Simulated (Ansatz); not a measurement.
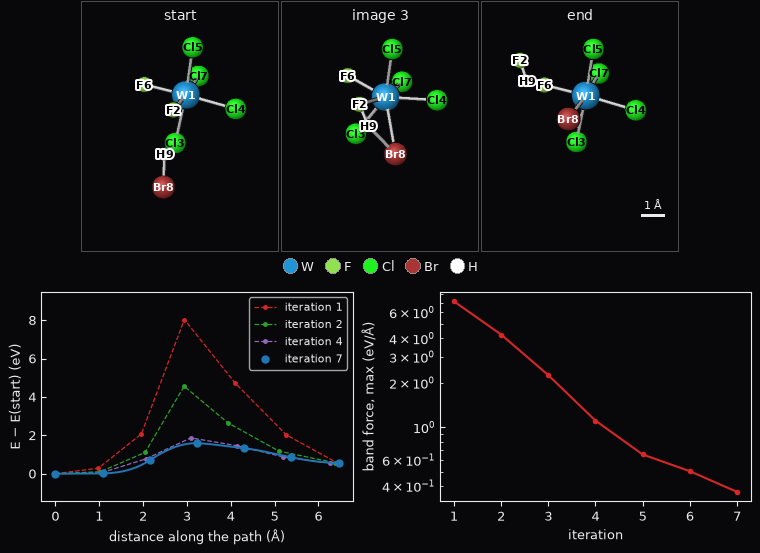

A nudged-elastic-band calculation for WHBrCl₄F₂. Images are numbered from 0 (start) to 6 (end). The plot follows the band through its iterations. A ball-and-stick model, seen from a free direction.

These are results of Ansatz, RKS PBE/def2-SVP, not measurements. Set-up: 5 movable images; climbing image; force threshold 0.5 eV/Å; iteration limit 60; starting path through a guess of the saddle point.

Q: Judge this run.

A: The run met only a loose threshold, so the barrier can't be trusted yet. The band converged in 7 iterations. The largest component of the band force went from 7.1 to 0.37 eV/Å. The climbing image converged on the top of the path. Its curvatures weren't checked. The force threshold is so loose that the height of the top is at best an upper bound. The first iteration put the highest image at 8.03 eV. Forward barrier 1.59 eV, backward barrier 1.03 eV, with image 3 at the top; the reaction energy is +0.56 eV.
